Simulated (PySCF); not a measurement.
**C4H6Se, SMILES `C=C=CC[SeH]`: what the electrons do**

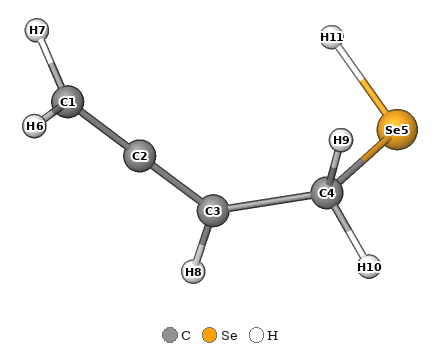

The molecule, with its atoms numbered as below. No frequency check shows the geometry to be a minimum.

Coordinates in Å:

```
C1      -3.4024    0.5878    0.1596
C2      -2.3209   -0.0358   -0.1767
C3      -1.2361   -0.6806   -0.4887
C4      -0.1137   -0.8979    0.4606
Se5      1.4890    0.1941   -0.0242
H6      -4.2568    0.0690    0.5649
H7      -3.5041    1.6544    0.0358
H8      -1.1009   -1.0670   -1.4907
H9      -0.3814   -0.6336    1.4835
H10      0.2524   -1.9255    0.4233
H11      0.8035    1.4626    0.0757
```

## 1. Bonding charge

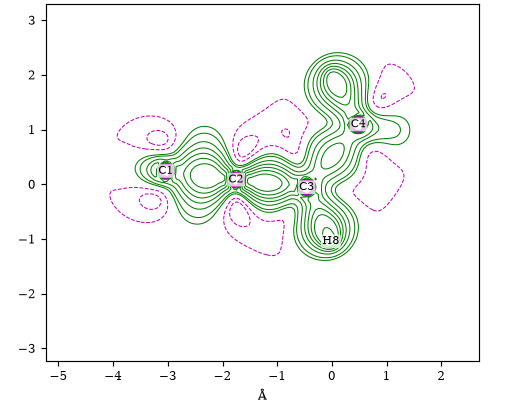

Deformation density (molecule less spherical, spin-averaged free atoms) in the plane of C1, C2, C3, C4 and H8; contours at ±0.05 to ±0.8 e/Å³; solid green lines: gain, dashed magenta lines: loss.

Computed with PySCF, M06-2X/def2-SVP, geometry: GFN2-xTB.

How much density has each bond in this plane gained at its critical point, relative to the free atoms?

Answer. C3–H8: +0.71 e/Å³ at the bond critical point (bond length 1.08 Å, Mayer order 0.9). C1–C2: +0.69 e/Å³ at the bond critical point (bond length 1.29 Å, Mayer order 2.0). C2–C3: +0.69 e/Å³ at the bond critical point (bond length 1.30 Å, Mayer order 1.8). C3–C4: +0.47 e/Å³ at the bond critical point (bond length 1.49 Å, Mayer order 1.0). In all, 2.6 electrons gather in the regions of gain relative to the promolecule.

Where do the Hirshfeld charges lie?

Answer. The highest Hirshfeld charge is on H6 (+0.06 e), the lowest on C1 (−0.12 e).

## 2. Local ionisation energy

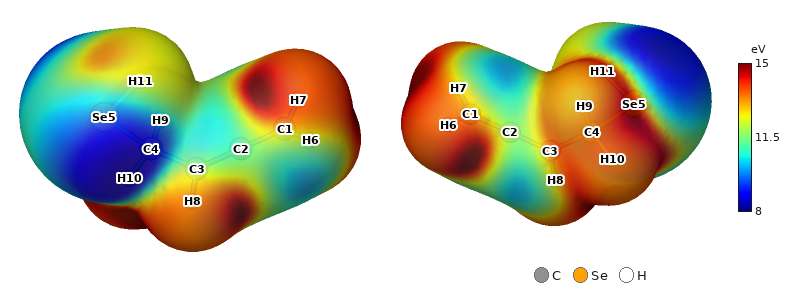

Average local ionisation energy on the surface of electron density 0.001 a.u. (back view left, front view right).

Locate the minima of the map.

Answer. The lowest value is 8.4 eV, near Se5 (2.40 Å) and H8 (2.49 Å). Further minima include 10.2 eV, over C1, off the plane of its three bonds (2.1 Å); 13.4 eV, 1.4 Å from H10. For comparison, the highest occupied orbital lies at −7.5 eV.

What volume does the surface enclose, and what is the dipole moment?

Answer. About 132 Å³; the dipole moment is 1.4 D.

## 3. Excited states

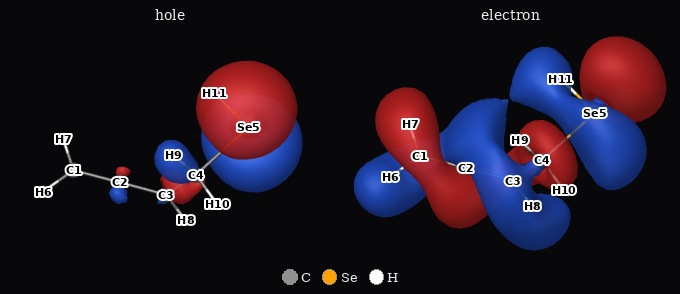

Leading natural transition orbital pair of S₁ (TDA singlet states); the surfaces enclose about 85 % of each orbital's density.

PySCF calculation, PBE/cc-pVDZ, gas phase; geometry: GFN2-xTB. Without diffuse functions Rydberg states are missing, so the states' numbers hold for this basis only.

Characterise the state.

Answer. 4.29 eV (289 nm), f = 0.015, charge transfer, whose energy this functional puts too low; the leading pair carries 99 %; hole on Se5 (85 %), electron on Se5 (27 %), C2 (20 %) and C1 (15 %); their centroids lie 2.2 Å apart. In canonical orbitals it is mainly HOMO → LUMO (93 %). The HOMO–LUMO gap is 4.05 eV.

The PySCF runs shown took 50 s and 2.6 min on 1 thread of Arm Neoverse V1 (shared host).
